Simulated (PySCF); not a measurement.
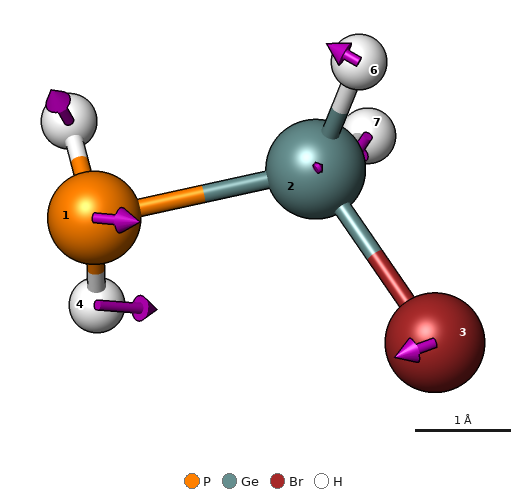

This is a relaxation of GePH4Br. The starting structure is drawn; purple arrows show the displacements, 5 times their true length. The two geometries are superimposed by the best rigid fit.

A ball-and-stick model, seen at a tilt.

The start comes from GFN2-xTB. Its atoms were then displaced at random by about 0.03 Å.

These are results of PBE0-D3(BJ)/def2-SVP geometry optimisation, gas phase (PySCF), not measurements. 

What happened in the run?

Over 7 geometry steps the energy falls by 0.297 eV. The atom that moves furthest after the best rigid fit is an H atom (0.16 Å). By element the largest moves are H 0.16 Å, P 0.11 Å, Br 0.10 Å, Ge 0.02 Å. Some distances before and after: H–P 1.312 → 1.428 Å, Ge–P 2.390 → 2.318 Å, H–P 1.365 → 1.432 Å, Ge–H 1.526 → 1.539 Å. Bond angles that change, for instance: H–Ge–H 106.3° → 111.1°, P–Ge–Br 110.0° → 105.7°, Br–Ge–H 103.5° → 107.2°. Cost: 37 s on 1 thread of Arm Neoverse V1, with other jobs on the host.
